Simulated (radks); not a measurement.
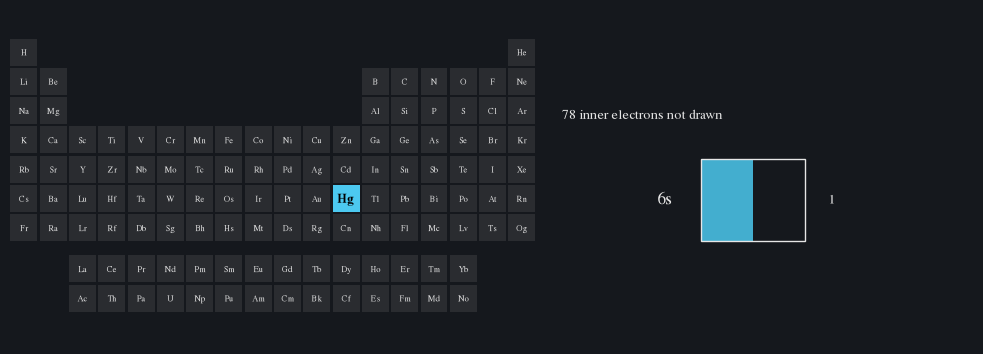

Fig. 1: Left, the place of mercury in the periodic table; right, the outer shells as the input fills them: a box for each of the 2l + 1 orbitals, shaded by the share of the shell that is filled, with the electron count at the right.

## Atomic calculation, with input and output: Hg⁺

The Hg⁺ ion in the configuration [Xe] 4f14 5d10 6s1. Computed at this level: Dirac Kohn-Sham, BLYP, spin-unpolarised, spherical densities, finite nucleus (the in-house radial solver radks).

**Input file**
```
Z 80
configuration [Xe] 4f14 5d10 6s1
relativity Dirac
functional b88,lyp
spin unpolarised
j_filling energy
nucleus finite rms 5.4648 fm
c 137.035999084
threshold 1e-05
max_iterations 79
```

Energies in input and log are in hartree, lengths in bohr (the nuclear radius in fm).

Hardware: 1 thread of Arm Neoverse V1, 95 GiB of memory available, shared host.

The run was one of a batch that the task file lists, launched with:
```bash
python <driver script> task.json out
```

**Log**
```
1s1/2   1   2.0000       -3050.66751337
2s1/2   1   2.0000        -540.54713422
2p1/2   1   2.0000        -518.83433393
2p3/2   1   4.0000        -447.24191825
3s1/2   1   2.0000        -128.50339310
3p1/2   1   2.0000        -118.68022337
3p3/2   1   4.0000        -102.82362336
3d3/2   1   4.0000         -86.48754909
3d5/2   1   6.0000         -83.08941313
4s1/2   1   2.0000         -28.49765092
4p1/2   1   2.0000         -24.27895258
4p3/2   1   4.0000         -20.44877893
4d3/2   1   4.0000         -13.53674372
4d5/2   1   6.0000         -12.82270411
4f5/2   1   6.0000          -3.92731847
4f7/2   1   8.0000          -3.77321862
5s1/2   1   2.0000          -4.66050322
5p1/2   1   2.0000          -3.26677723
5p3/2   1   4.0000          -2.59359748
5d3/2   1   4.0000          -0.72941245
5d5/2   1   6.0000          -0.66058169
6s1/2   1   1.0000          -0.54230051
Etot -19658.011243975136
Ekin 22662.83251290669
Encl -49553.84591483197
Eh 7607.452270867818
Exc -374.45011291767497
err 5.426843806708772e-06
it 12
```

**What the run reported**

| quantity | value |
| --- | --- |
| outcome | converged |
| total energy | −19658.0112 hartree |
| kinetic energy | 22662.8325 hartree |
| electron–nucleus energy | −49553.8459 hartree |
| Hartree energy | 7607.4523 hartree |
| exchange–correlation energy | −374.450113 hartree |
| radius at density 0.001 e/bohr³ | 3.91 bohr |
| SCF iterations | 12 |

**What is odd here**

A numerical setting was moved from its usual value: convergence threshold tolx = 1e-05. The program ran to the end, and its total energy equals that of the same run with the usual input (−19658.01124 hartree) within 10⁻⁵ hartree, so the oddity leaves no trace in it.
